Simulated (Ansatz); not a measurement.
# SiN₂H₆ + HF + HF: a complex and its separated parts, part 1 of 3

The complex below is one end of an elementary step. How strongly is it bound against its free parts?

The runs use Ansatz 0.2.0, Gaussian basis; PBE0-D4/def2-TZVP structures, single points in def2-TZVPP, no counterpoise correction.

Levels: SPW92, PBE-D4, BLYP-D4, r2SCAN-D4, B97M-V, PBE0-D4, B3LYP-D4, r2SCAN0-D4, BHLYP-D4, CAM-B3LYP-D4, wB97X-V, wB97M-V, B2PLYP, PBE-QIDH, RPA on PBE, Hartree-Fock, MP2, CCSD, CCSD(T).

Cores are frozen in the correlated methods. B3LYP uses VWN-RPA correlation. B2PLYP carries no dispersion term here.

113 further runs of the same task are left out: 113 set aside as unsound or not needed.

### Step 1. Where the work starts

The complex: 13 atoms, charge 0, spin multiplicity 1.

Atoms are counted from 1 here; the program's logs count them from 0.

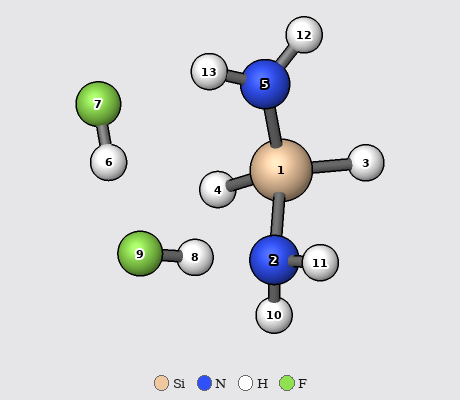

As it starts; silicon light orange, nitrogen blue, hydrogen white, fluorine green; atoms are numbered from 1 in the order of the file.

Geometry (Å):

```xyz
13
charge 0, multiplicity 1
Si   -0.9370   -0.0596   -0.8777
N    -0.3631   -1.3789    0.1689
H    -1.4548   -0.5803   -2.1691
H    -2.0426    0.5147   -0.0702
N     0.3682    0.9528   -1.2233
H     1.2342    1.0512    1.7557
F     1.3924    1.9087    1.3722
H     0.3483   -0.8124    1.3339
F     0.8391   -0.3923    2.1196
H    -1.1071   -1.9548    0.5493
H     0.3080   -1.9910   -0.2832
H     0.5864    1.2324   -2.1627
H     0.8281    1.5095   -0.5135
```

Its parts: SiN₂H₆ holds atoms 1, 2, 3, 4, 5, 10, 11, 12, 13; HF holds atoms 6, 7; HF holds atoms 8, 9. Each part counts its atoms afresh in its own runs.

### Step 2. Relaxing SiN₂H₆ alone

relax-a/in.yaml reads:

```yaml
crystal:
  periodic: [false, false, false]
  atoms:
    - {symbol: Si, position_ang: [-0.936978, -0.059636, -0.877663]}
    - {symbol: N, position_ang: [-0.363140, -1.378902, 0.168906]}
    - {symbol: H, position_ang: [-1.454820, -0.580264, -2.169079]}
    - {symbol: H, position_ang: [-2.042583, 0.514659, -0.070154]}
    - {symbol: N, position_ang: [0.368245, 0.952813, -1.223306]}
    - {symbol: H, position_ang: [-1.107101, -1.954811, 0.549294]}
    - {symbol: H, position_ang: [0.307960, -1.991016, -0.283154]}
    - {symbol: H, position_ang: [0.586395, 1.232437, -2.162745]}
    - {symbol: H, position_ang: [0.828052, 1.509544, -0.513529]}
basis:
  gaussian: {orbitals: def2-TZVP}
hamiltonian: {xc: pbe0, dispersion: d4}
relax: {f_tol: 0.005, max_steps: 200}
```

Launch:

```console
$ ansatz run in.yaml --threads 8 --pin off --events-out ev --progress --plain --max-ram 19148MiB
```

Log (excerpt; [...] marks lines left out):

```text
Functional definition: PBE0
  name "PBE0"
  cite "Adamo & Barone, J. Chem. Phys. 110, 6158 (1999) doi:10.1063/1.478522"
  cite "Perdew, Burke & Ernzerhof, Phys. Rev. Lett. 77, 3865 (1996) doi:10.1103/PhysRevLett.77.3865"
  parent pbe
[...]
842 factors; their error is unknown
[...]
mean field -10951.56186922 eV, -402.4624754587 hartree, gradient 4.8e-5 eV, S^2 0.000000; 0 other end points of the search recorded, 0 dependent functions left out
[...]
reference -10951.56189740 eV, -402.4624764941 hartree; 17, 17 occupied and 118, 118 virtual orbitals, 842 factors
[...]
Atom 1 at    -0.406044    -1.404217     0.085483 Å, force    -0.000391     0.000811    -0.001710 eV/Å
Atom 2 at    -1.442430    -0.482948    -2.273678 Å, force    -0.000074    -0.000191    -0.000925 eV/Å
Atom 3 at    -2.073884     0.467569    -0.148985 Å, force    -0.000018     0.000265     0.000620 eV/Å
Atom 4 at     0.396077     0.896760    -1.246254 Å, force    -0.001421    -0.000287     0.001564 eV/Å
Atom 5 at    -1.039672    -1.843414     0.731678 Å, force     0.000223    -0.000073     0.001764 eV/Å
Atom 6 at     0.333784    -2.024163    -0.200254 Å, force    -0.000080    -0.000322    -0.000356 eV/Å
Atom 7 at     0.439924     1.417258    -2.105950 Å, force     0.001033     0.000283    -0.001050 eV/Å
Atom 8 at     0.916015     1.340778    -0.507454 Å, force    -0.000324     0.000067     0.000136 eV/Å
Dipole moment:     0.143867    -0.020255     0.051411 e Å
```

It took 28 s on 8 threads of Intel Xeon at 2.50GHz, shared host; peak memory 0.54 GiB.

The steps of the relaxation: (the energy doesn't fall at every step)

```csv
step,energy from step 1 (eV),largest force component (eV/Å)
1,0.0000,1.5476
2,-0.0567,0.7083
3,-0.0610,0.7502
4,-0.0438,0.5863
5,-0.0811,0.9715
6,-0.1017,0.0880
7,-0.1037,0.0951
8,-0.1060,0.0072
9,-0.1060,0.0018
```

Close pairs (by a distance rule), those that changed most:

```csv
bond,before (Å),after (Å),change (Å)
Si1–N2,1.779,1.711,-0.068
Si1–N5,1.688,1.711,+0.023
N2–H6,1.015,1.006,-0.009
N2–H7,1.015,1.007,-0.008
Si1–H4,1.485,1.493,+0.008
Si1–H3,1.486,1.493,+0.007
N5–H9,1.012,1.007,-0.006
N5–H8,1.004,1.006,+0.002
```

### Step 3. Relaxing HF alone

relax-b/in.yaml reads:

```yaml
crystal:
  periodic: [false, false, false]
  atoms:
    - {symbol: H, position_ang: [1.234206, 1.051237, 1.755730]}
    - {symbol: F, position_ang: [1.392399, 1.908708, 1.372208]}
basis:
  gaussian: {orbitals: def2-TZVP}
hamiltonian: {xc: pbe0, dispersion: d4}
relax: {f_tol: 0.005, max_steps: 200}
```

Launch:

```console
$ ansatz run in.yaml --threads 8 --pin off --events-out ev --progress --plain --max-ram 19148MiB
```

Log (excerpt; [...] marks lines left out):

```text
[... 5 set-up lines as earlier in the session ...]
[...]
200 factors; their error is unknown
[...]
mean field -2731.77200610 eV, -100.3907695626 hartree, gradient 6.8e-6 eV, S^2 0.000000; 0 other end points of the search recorded, 0 dependent functions left out
[...]
reference -2731.80170840 eV, -100.3918611022 hartree; 5, 5 occupied and 32, 32 virtual orbitals, 200 factors
Total energy: -2731.80322170 eV, -100.3919167147 hartree
Atom 0 at     1.236905     1.065868     1.749186 Å, force     0.000004     0.000024    -0.000011 eV/Å
Atom 1 at     1.389700     1.894077     1.378752 Å, force    -0.000004    -0.000024     0.000011 eV/Å
Dipole moment:    -0.066565    -0.360812     0.161381 e Å
```

It took 5.5 s on 8 threads of Intel Xeon at 2.50GHz, shared host; peak memory 0.54 GiB.

Relaxation path:

```csv
step,energy from step 1 (eV),largest force component (eV/Å)
1,0.0000,1.5812
2,-0.0281,0.3840
3,-0.0297,0.0347
4,-0.0297,0.0286
5,-0.0297,0.0000
```

The bond:

```csv
bond,before (Å),after (Å),change (Å)
H1–F2,0.953,0.920,-0.033
```

### Step 4. Relaxing HF alone

relax-c/in.yaml reads:

```yaml
crystal:
  periodic: [false, false, false]
  atoms:
    - {symbol: H, position_ang: [0.348280, -0.812367, 1.333890]}
    - {symbol: F, position_ang: [0.839084, -0.392301, 2.119602]}
basis:
  gaussian: {orbitals: def2-TZVP}
hamiltonian: {xc: pbe0, dispersion: d4}
relax: {f_tol: 0.005, max_steps: 200}
```

Launch:

```console
$ ansatz run in.yaml --threads 8 --pin off --events-out ev --progress --plain --max-ram 19148MiB
```

Log (excerpt; [...] marks lines left out):

```text
[... 5 set-up lines as earlier in the session ...]
[...]
200 factors; their error is unknown
[...]
mean field -2731.57298555 eV, -100.3834556923 hartree, gradient 6.5e-6 eV, S^2 0.000000; 0 other end points of the search recorded, 0 dependent functions left out
[...]
reference -2731.80170840 eV, -100.3918611022 hartree; 5, 5 occupied and 32, 32 virtual orbitals, 200 factors
Total energy: -2731.80322170 eV, -100.3919167147 hartree
Atom 0 at     0.371716    -0.792309     1.371408 Å, force     0.000018     0.000015     0.000029 eV/Å
Atom 1 at     0.815648    -0.412359     2.082084 Å, force    -0.000018    -0.000015    -0.000029 eV/Å
Dipole moment:    -0.193401    -0.165526    -0.309609 e Å
```

Wall time 6 s (8 threads of Intel Xeon at 2.50GHz, shared host); peak memory 0.54 GiB.

Along the way:

```csv
step,energy from step 1 (eV),largest force component (eV/Å)
1,0.0000,3.2442
2,-0.2111,1.0629
3,-0.2271,0.3461
4,-0.2287,0.0373
5,-0.2287,0.0212
6,-0.2287,0.0000
```

The bond:

```csv
bond,before (Å),after (Å),change (Å)
H1–F2,1.017,0.920,-0.097
```

### Step 5. SPW92/def2-TZVPP

parta/in.yaml reads:

```yaml
crystal:
  periodic: [false, false, false]
  atoms:
    - {symbol: Si, position_ang: [-0.937740, -0.122798, -0.916017]}
    - {symbol: N, position_ang: [-0.406044, -1.404217, 0.085483]}
    - {symbol: H, position_ang: [-1.442430, -0.482948, -2.273678]}
    - {symbol: H, position_ang: [-2.073884, 0.467569, -0.148985]}
    - {symbol: N, position_ang: [0.396077, 0.896760, -1.246254]}
    - {symbol: H, position_ang: [-1.039672, -1.843414, 0.731678]}
    - {symbol: H, position_ang: [0.333784, -2.024163, -0.200254]}
    - {symbol: H, position_ang: [0.439924, 1.417258, -2.105950]}
    - {symbol: H, position_ang: [0.916015, 1.340778, -0.507454]}
basis:
  gaussian: {orbitals: def2-TZVPP}
hamiltonian: {xc: lda}
```

partb/in.yaml reads:

```yaml
crystal:
  periodic: [false, false, false]
  atoms:
    - {symbol: H, position_ang: [1.236905, 1.065868, 1.749186]}
    - {symbol: F, position_ang: [1.389700, 1.894077, 1.378752]}
basis:
  gaussian: {orbitals: def2-TZVPP}
hamiltonian: {xc: lda}
```

partc/in.yaml reads:

```yaml
crystal:
  periodic: [false, false, false]
  atoms:
    - {symbol: H, position_ang: [0.371716, -0.792309, 1.371408]}
    - {symbol: F, position_ang: [0.815648, -0.412359, 2.082084]}
basis:
  gaussian: {orbitals: def2-TZVPP}
hamiltonian: {xc: lda}
```

Each run has its own folder and the same command.

Launch:

```console
$ ansatz run in.yaml --threads 8 --pin off --events-out ev --progress --plain --max-ram 19148MiB
```

Log of parta (excerpt; [...] marks lines left out):

```text
Functional definition: SPW92
  name "SPW92"
  cite "Dirac, Proc. Camb. Phil. Soc. 26, 376 (1930) doi:10.1017/S0305004100016108"
  cite "Slater, Phys. Rev. 81, 385 (1951) doi:10.1103/PhysRev.81.385"
  cite "Perdew & Wang, Phys. Rev. B 45, 13244 (1992) doi:10.1103/PhysRevB.45.13244"
[...]
952 factors; their error is unknown
[...]
mean field -10901.51505761 eV, -400.6232890548 hartree, gradient 9.9e-6 eV, S^2 0.000000; 0 other end points of the search recorded, 0 dependent functions left out
reference -10901.51509227 eV, -400.6232903287 hartree; 17, 17 occupied and 171, 171 virtual orbitals, 952 factors
Total energy: -10901.51509227 eV, -400.6232903287 hartree
```

Output in partb (excerpt; [...] marks lines left out):

```text
[... 5 set-up lines as earlier in the session ...]
[...]
215 factors; their error is unknown
[...]
mean field -2716.76651724 eV, -99.8393280182 hartree, gradient 3.5e-5 eV, S^2 0.000000; 0 other end points of the search recorded, 0 dependent functions left out
reference -2716.76652832 eV, -99.8393284254 hartree; 5, 5 occupied and 40, 40 virtual orbitals, 215 factors
Total energy: -2716.76652832 eV, -99.8393284254 hartree
```

Output in partc (excerpt; [...] marks lines left out):

```text
[... 5 set-up lines as earlier in the session ...]
[...]
215 factors; their error is unknown
[...]
mean field -2716.76651731 eV, -99.8393280207 hartree, gradient 3.5e-5 eV, S^2 0.000000; 0 other end points of the search recorded, 0 dependent functions left out
reference -2716.76652839 eV, -99.8393284280 hartree; 5, 5 occupied and 40, 40 virtual orbitals, 215 factors
Total energy: -2716.76652839 eV, -99.8393284280 hartree
```

Wall times: 1.8 s (parta), 0.61 s (partb), 0.5 s (partc) on 8 threads of Intel Xeon at 2.50GHz, shared host; peak memory 0.54 GiB.

### Step 6. PBE-D4/def2-TZVPP

The same edit goes into each in.yaml of step 5 (parta, partb, partc):

```diff
-hamiltonian: {xc: lda}
+hamiltonian: {xc: pbe, dispersion: d4}
```

Each run has its own folder and the same command.

Launch:

```console
$ ansatz run in.yaml --threads 8 --pin off --events-out ev --progress --plain --max-ram 19148MiB
```

parta printed (excerpt; [...] marks lines left out):

```text
Functional definition: PBE
  name "PBE"
[... 2 set-up lines as earlier in the session ...]
[...]
952 factors; their error is unknown
[...]
mean field -10950.66820054 eV, -402.4296337404 hartree, gradient 1.8e-5 eV, S^2 0.000000; 0 other end points of the search recorded, 0 dependent functions left out
reference -10950.66823717 eV, -402.4296350864 hartree; 17, 17 occupied and 171, 171 virtual orbitals, 952 factors
Total energy: -10950.80628375 eV, -402.4347082045 hartree
```

Log of partb (excerpt; [...] marks lines left out):

```text
[... 4 set-up lines as earlier in the session ...]
[...]
215 factors; their error is unknown
[...]
mean field -2731.84359198 eV, -100.3934002952 hartree, gradient 4.7e-5 eV, S^2 0.000000; 0 other end points of the search recorded, 0 dependent functions left out
reference -2731.84360409 eV, -100.3934007402 hartree; 5, 5 occupied and 40, 40 virtual orbitals, 215 factors
Total energy: -2731.84549798 eV, -100.3934703393 hartree
```

partc printed (excerpt; [...] marks lines left out):

```text
[... 4 set-up lines as earlier in the session ...]
[...]
215 factors; their error is unknown
[...]
mean field -2731.84359204 eV, -100.3934002974 hartree, gradient 4.7e-5 eV, S^2 0.000000; 0 other end points of the search recorded, 0 dependent functions left out
reference -2731.84360415 eV, -100.3934007424 hartree; 5, 5 occupied and 40, 40 virtual orbitals, 215 factors
Total energy: -2731.84549804 eV, -100.3934703415 hartree
```

Wall times: 2.5 s (parta), 0.82 s (partb), 0.56 s (partc) on 8 threads of Intel Xeon at 2.50GHz, shared host; peak memory 0.54 GiB.

### Step 7. BLYP-D4/def2-TZVPP

Each input of step 6 (parta, partb, partc) changes in the same lines:

```diff
-hamiltonian: {xc: pbe, dispersion: d4}
+hamiltonian: {xc: {name: BLYP}, dispersion: d4}
```

One command serves all of them, each in its own folder.

Launch:

```console
$ ansatz run in.yaml --threads 8 --pin off --events-out ev --progress --plain --max-ram 19148MiB
```

Log of parta (excerpt; [...] marks lines left out):

```text
Functional definition: BLYP
  name "BLYP"
  cite "Becke, Phys. Rev. A 38, 3098 (1988) doi:10.1103/PhysRevA.38.3098"
  cite "Lee, Yang & Parr, Phys. Rev. B 37, 785 (1988) doi:10.1103/PhysRevB.37.785"
[...]
952 factors; their error is unknown
[...]
mean field -10957.38959416 eV, -402.6766404000 hartree, gradient 6.3e-5 eV, S^2 0.000000; 0 other end points of the search recorded, 0 dependent functions left out
reference -10957.38990813 eV, -402.6766519383 hartree; 17, 17 occupied and 171, 171 virtual orbitals, 952 factors
Total energy: -10957.70096105 eV, -402.6880829221 hartree
```

Output in partb (excerpt; [...] marks lines left out):

```text
[... 4 set-up lines as earlier in the session ...]
[...]
215 factors; their error is unknown
[...]
mean field -2734.23794086 eV, -100.4813909935 hartree, gradient 3.9e-5 eV, S^2 0.000000; 0 other end points of the search recorded, 0 dependent functions left out
reference -2734.23806446 eV, -100.4813955359 hartree; 5, 5 occupied and 40, 40 virtual orbitals, 215 factors
Total energy: -2734.24264647 eV, -100.4815639214 hartree
```

Log of partc (excerpt; [...] marks lines left out):

```text
[... 4 set-up lines as earlier in the session ...]
[...]
215 factors; their error is unknown
[...]
mean field -2734.23794093 eV, -100.4813909962 hartree, gradient 3.9e-5 eV, S^2 0.000000; 0 other end points of the search recorded, 0 dependent functions left out
reference -2734.23806454 eV, -100.4813955387 hartree; 5, 5 occupied and 40, 40 virtual orbitals, 215 factors
Total energy: -2734.24264654 eV, -100.4815639242 hartree
```

Wall times: 2.3 s (parta), 0.78 s (partb), 0.71 s (partc) on 8 threads of Intel Xeon at 2.50GHz, shared host; peak memory 0.54 GiB.

### Step 8. r2SCAN-D4/def2-TZVPP

The same edit goes into each in.yaml of step 7 (parta, partb, partc):

```diff
-hamiltonian: {xc: {name: BLYP}, dispersion: d4}
+hamiltonian: {xc: r2scan, dispersion: d4}
```

One command serves all of them, each in its own folder.

Launch:

```console
$ ansatz run in.yaml --threads 8 --pin off --events-out ev --progress --plain --max-ram 19148MiB
```

Log of parta (excerpt; [...] marks lines left out):

```text
Functional definition: r2SCAN
  name "r2SCAN"
  cite "Furness, Kaplan, Ning, Perdew & Sun, J. Phys. Chem. Lett. 11, 8208 (2020) doi:10.1021/acs.jpclett.0c02405"
  cite "Furness, Kaplan, Ning, Perdew & Sun, J. Phys. Chem. Lett. 11, 9248 (2020) doi:10.1021/acs.jpclett.0c03077"
  parent r2scan
[...]
952 factors; their error is unknown
[...]
mean field -10956.23623099 eV, -402.6342550852 hartree, gradient 2.6e-5 eV, S^2 0.000000; 0 other end points of the search recorded, 0 dependent functions left out
reference -10956.23624245 eV, -402.6342555064 hartree; 17, 17 occupied and 171, 171 virtual orbitals, 952 factors
Total energy: -10956.26901602 eV, -402.6354599129 hartree
```

Output in partb (excerpt; [...] marks lines left out):

```text
[... 5 set-up lines as earlier in the session ...]
[...]
215 factors; their error is unknown
[...]
mean field -2733.29261888 eV, -100.4466510517 hartree, gradient 6.5e-6 eV, S^2 0.000000; 0 other end points of the search recorded, 0 dependent functions left out
reference -2733.29262206 eV, -100.4466511685 hartree; 5, 5 occupied and 40, 40 virtual orbitals, 215 factors
Total energy: -2733.29307960 eV, -100.4466679827 hartree
```

Log of partc (excerpt; [...] marks lines left out):

```text
[... 5 set-up lines as earlier in the session ...]
[...]
215 factors; their error is unknown
[...]
mean field -2733.29261889 eV, -100.4466510519 hartree, gradient 6.5e-6 eV, S^2 0.000000; 0 other end points of the search recorded, 0 dependent functions left out
reference -2733.29262207 eV, -100.4466511687 hartree; 5, 5 occupied and 40, 40 virtual orbitals, 215 factors
Total energy: -2733.29307960 eV, -100.4466679828 hartree
```

Times: 2.7 s (parta), 1.4 s (partb), 1.3 s (partc) on 8 threads of Intel Xeon at 2.50GHz, shared host; peak memory 0.54 GiB.

### Step 9. B97M-V/def2-TZVPP

Each input of step 8 (parta, partb, partc) changes in the same lines:

```diff
-hamiltonian: {xc: r2scan, dispersion: d4}
+hamiltonian: {xc: {name: B97M-V}}
```

Each run has its own folder and the same command.

Launch:

```console
$ ansatz run in.yaml --threads 8 --pin off --events-out ev --progress --plain --max-ram 19148MiB
```

parta printed (excerpt; [...] marks lines left out):

```text
Functional definition: B97M-V
  name "B97M-V"
  cite "Mardirossian & Head-Gordon, J. Chem. Phys. 142, 074111 (2015) doi:10.1063/1.4907719"
  cite "Becke, J. Chem. Phys. 107, 8554 (1997) doi:10.1063/1.475007"
  cite "Vydrov & Van Voorhis, J. Chem. Phys. 133, 244103 (2010) doi:10.1063/1.3521275"
  # Of w^i u^j: cxij and so on, Table III.
[...]
  gx(w, u) = cx00 + cx01*u + cx02*u^2 + (cx10 + cx11*u)*w
[...]
  gos(w, u) = cos00 + cos01*u + cos03*u^3 + cos10*w + cos32*w^3*u^2
[...]
      + integral(e_c_pw_mod_opposite_spin*gos(b97_w_opposite, b97_u_opposite)) + vv10(b, c)
952 factors; their error is unknown
[...]
mean field -10956.15007511 eV, -402.6310889149 hartree, gradient 4.9e-5 eV, S^2 0.000000; 0 other end points of the search recorded, 0 dependent functions left out
reference -10956.15013187 eV, -402.6310910011 hartree; 17, 17 occupied and 171, 171 virtual orbitals, 952 factors
Total energy: -10956.15013187 eV, -402.6310910011 hartree
```

Output in partb (excerpt; [...] marks lines left out):

```text
[... 5 set-up lines as earlier in the session ...]
  # Of w^i u^j: cxij and so on, Table III.
[...]
  gx(w, u) = cx00 + cx01*u + cx02*u^2 + (cx10 + cx11*u)*w
[...]
  gos(w, u) = cos00 + cos01*u + cos03*u^3 + cos10*w + cos32*w^3*u^2
[...]
      + integral(e_c_pw_mod_opposite_spin*gos(b97_w_opposite, b97_u_opposite)) + vv10(b, c)
215 factors; their error is unknown
[...]
mean field -2733.38837291 eV, -100.4501699472 hartree, gradient 2.3e-5 eV, S^2 0.000000; 0 other end points of the search recorded, 0 dependent functions left out
reference -2733.38839062 eV, -100.4501705982 hartree; 5, 5 occupied and 40, 40 virtual orbitals, 215 factors
Total energy: -2733.38839062 eV, -100.4501705982 hartree
```

Output in partc (excerpt; [...] marks lines left out):

```text
[... 5 set-up lines as earlier in the session ...]
  # Of w^i u^j: cxij and so on, Table III.
[...]
  gx(w, u) = cx00 + cx01*u + cx02*u^2 + (cx10 + cx11*u)*w
[...]
  gos(w, u) = cos00 + cos01*u + cos03*u^3 + cos10*w + cos32*w^3*u^2
[...]
      + integral(e_c_pw_mod_opposite_spin*gos(b97_w_opposite, b97_u_opposite)) + vv10(b, c)
215 factors; their error is unknown
[...]
mean field -2733.38837288 eV, -100.4501699463 hartree, gradient 2.3e-5 eV, S^2 0.000000; 0 other end points of the search recorded, 0 dependent functions left out
reference -2733.38839060 eV, -100.4501705973 hartree; 5, 5 occupied and 40, 40 virtual orbitals, 215 factors
Total energy: -2733.38839060 eV, -100.4501705973 hartree
```

Wall times: 6 s (parta), 1.1 s (partb), 1.2 s (partc) on 8 threads of Intel Xeon at 2.50GHz, shared host; peak memory 0.54 GiB.

### Step 10. PBE0-D4/def2-TZVPP

Each input of step 9 (parta, partb, partc) changes in the same lines:

```diff
-hamiltonian: {xc: {name: B97M-V}}
+hamiltonian: {xc: pbe0, dispersion: d4}
+output: {orbitals: {seedname: orbitals}}
```

Each run has its own folder and the same command.

Launch:

```console
$ ansatz run in.yaml --threads 8 --pin off --events-out ev --progress --plain --max-ram 19148MiB
```

parta printed (excerpt; [...] marks lines left out):

```text
[... 5 set-up lines as earlier in the session ...]
[...]
955 factors; their error is unknown
[...]
mean field -10951.77324531 eV, -402.4702433868 hartree, gradient 9.3e-6 eV, S^2 0.000000; 0 other end points of the search recorded, 0 dependent functions left out
reference -10951.77327336 eV, -402.4702444173 hartree; 17, 17 occupied and 171, 171 virtual orbitals, 955 factors
Total energy: -10951.88799505 eV, -402.4744603618 hartree
```

partb printed (excerpt; [...] marks lines left out):

```text
[... 5 set-up lines as earlier in the session ...]
[...]
215 factors; their error is unknown
[...]
mean field -2731.86111788 eV, -100.3940443601 hartree, gradient 4.0e-5 eV, S^2 0.000000; 0 other end points of the search recorded, 0 dependent functions left out
reference -2731.86112659 eV, -100.3940446804 hartree; 5, 5 occupied and 40, 40 virtual orbitals, 215 factors
Total energy: -2731.86263989 eV, -100.3941002929 hartree
```

Log of partc (excerpt; [...] marks lines left out):

```text
[... 5 set-up lines as earlier in the session ...]
[...]
215 factors; their error is unknown
[...]
mean field -2731.86111787 eV, -100.3940443596 hartree, gradient 4.0e-5 eV, S^2 0.000000; 0 other end points of the search recorded, 0 dependent functions left out
reference -2731.86112658 eV, -100.3940446798 hartree; 5, 5 occupied and 40, 40 virtual orbitals, 215 factors
Total energy: -2731.86263987 eV, -100.3941002924 hartree
```

Wall times: 4 s (parta), 0.77 s (partb), 0.87 s (partc) on 8 threads of Intel Xeon at 2.50GHz, shared host; peak memory 0.54 GiB.

(Continued in part 2 of 3.)
